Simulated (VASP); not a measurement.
Band structure of Ni3Al (L1_2). All values below come from PBEsol GGA, VASP's PBE PAW potentials (set 64) (plane waves; VASP).

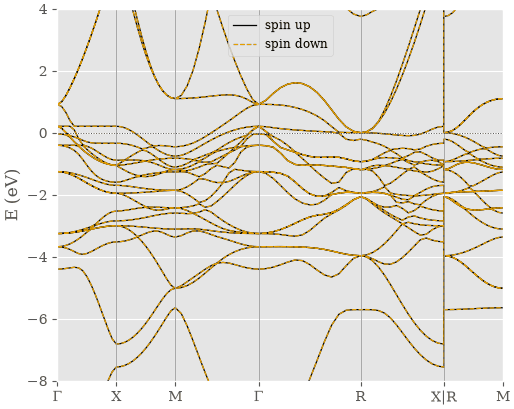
Figure: Bands along high-symmetry lines, zero at the valence-band maximum or, without a gap, the Fermi level

### Question
Read the plot: is there a gap, and where are the band edges?

### Answer
It has no gap at this level: it comes out as a metal or semimetal. (Edges off the drawn lines would not show.)

The compound is Ni3Al in the L1_2 structure. It was relaxed first.
